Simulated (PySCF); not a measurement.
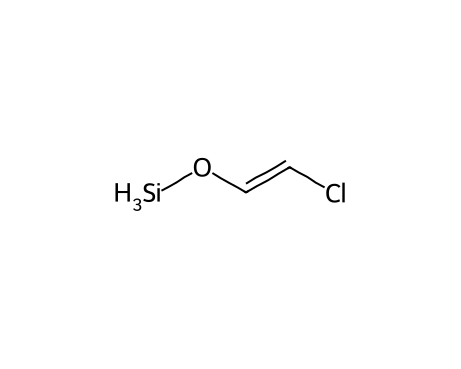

The computed structure is the end point of a PBE0-D3(BJ)/def2-SVP optimisation. No frequency run is at hand to confirm it as a minimum. Level of theory: PBE0-D3(BJ)/def2-SVP, gas phase (PySCF 2.14.0).

Give the rotational constants at this level.

Answer. 23.097, 0.959, 0.931 GHz.
